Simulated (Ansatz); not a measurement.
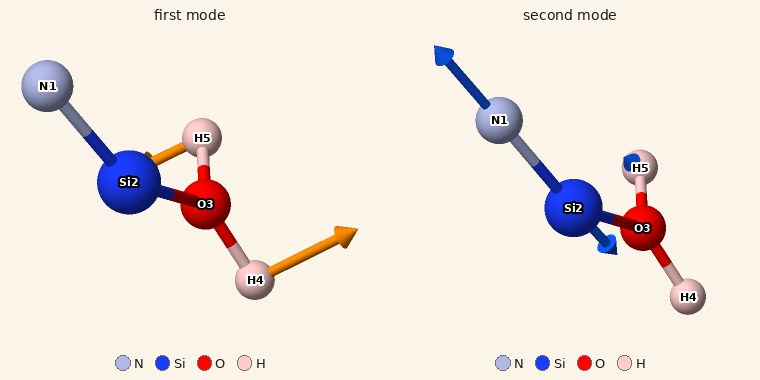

The system is H2NOSi, SMILES N#[Si][OH2+], charge +1; the picture shows the reference structure; its two panels give the patterns of the first and the second mode as arrows. 
- Coordinates scanned: (1) normal mode 2 (147 cm⁻¹); (2) normal mode 6 (1169 cm⁻¹).
- Nothing is relaxed (straight displacements along the two mass-weighted modes).
- Grid: 15 × 15 points; 214 points were computed and 11 follow by symmetry.
- Points are written as (first, second).
- All energies are given in kJ/mol relative to the lowest grid point.
- Theory: Ansatz, RKS SPW92 (LDA)/def2-TZVP.

Its coordinates:

```tsv
atom	x (Å)	y (Å)	z (Å)
N	-0.2358	-1.5412	1.8435
Si	-0.4346	-0.8618	0.4436
O	0.1030	0.5142	-0.5674
H	-0.2060	0.7236	-1.4855
H	0.7734	1.1652	-0.2342
```

Range: normal mode 2 (147 cm⁻¹) from −0.584 to 0.584 amu½·Å; normal mode 6 (1169 cm⁻¹) from −0.345 to 0.345 amu½·Å.

Q: Predict the map.

A: The lowest grid point is at (0.000 amu½·Å, 0.000 amu½·Å). The highest grid point, (0.584 amu½·Å, −0.345 amu½·Å), lies 53.9 kJ/mol above the lowest.

```csv
"normal mode 6 (1169 cm⁻¹) ↓, normal mode 2 (147 cm⁻¹) →",−0.584,−0.501,−0.417,−0.334,−0.250,−0.167,−0.083,0.000,0.083,0.167,0.250,0.334,0.417,0.501,0.584
0.345,44.3,36.0,30.3,26.9,25.0,24.2,23.9,23.8,23.9,24.2,25.0,26.9,30.4,36.0,44.3
0.296,38.4,30.1,24.5,21.0,19.1,18.3,18.0,18.0,18.0,18.3,19.2,21.0,24.5,30.1,38.4
0.247,33.1,24.9,19.3,15.8,14.0,13.2,12.9,12.8,12.9,13.2,14.0,15.8,19.3,24.9,33.1
0.197,28.6,20.4,14.8,11.4,9.6,8.7,8.5,8.4,8.5,8.8,9.6,11.4,14.8,20.4,28.7
0.148,25.0,16.8,11.2,7.8,6.0,5.2,4.9,4.9,4.9,5.2,6.0,7.8,11.2,16.8,25.0
0.099,22.2,14.1,8.5,5.1,3.3,2.5,2.3,2.2,2.3,2.5,3.3,5.1,8.5,14.1,22.3
0.049,20.5,12.3,6.8,3.4,1.6,0.8,0.6,0.6,0.6,0.9,1.6,3.4,6.8,12.3,20.5
0.000,19.7,11.6,6.1,2.8,1.0,0.3,0.0,0.0,0.0,0.3,1.0,2.8,6.1,11.6,19.8
−0.049,20.2,12.1,6.7,3.3,1.6,0.9,0.6,0.6,0.6,0.9,1.6,3.3,6.7,12.1,20.2
−0.099,21.9,13.9,8.5,5.2,3.5,2.7,2.5,2.5,2.5,2.7,3.5,5.2,8.5,13.9,22.0
−0.148,25.1,17.1,11.7,8.4,6.7,6.0,5.8,5.8,5.8,6.0,6.7,8.4,11.7,17.1,25.1
−0.197,29.7,21.7,16.4,13.2,11.5,10.8,10.6,10.6,10.6,10.8,11.5,13.2,16.4,21.7,29.7
−0.247,35.9,28.0,22.7,19.6,17.9,17.3,17.1,17.1,17.1,17.3,17.9,19.6,22.8,28.1,36.0
−0.296,44.0,36.1,30.9,27.8,26.2,25.5,25.4,25.4,25.4,25.5,26.2,27.8,30.9,36.2,44.0
−0.345,53.9,46.2,41.0,37.9,36.3,35.7,35.6,35.6,35.6,35.7,36.3,37.9,41.0,46.2,53.9
```

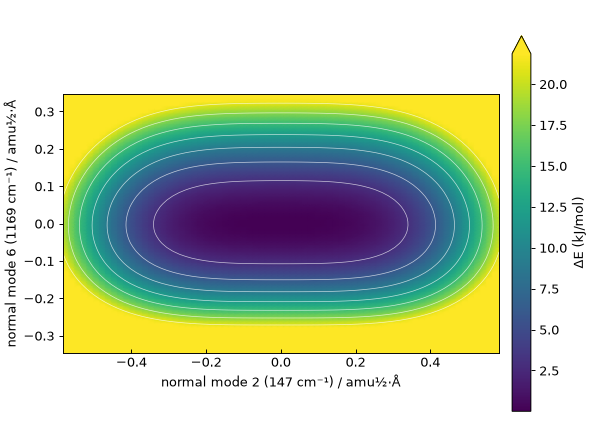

In the figure: a smooth colour map with a few white contour lines, one colour for all values above the top of the scale. Between grid points the surface is interpolated.

Time for the 214 points that were run: 3.4 min on 1 thread of Intel(R) Xeon(R) 6975P-C (Granite Rapids), with other jobs on the host.
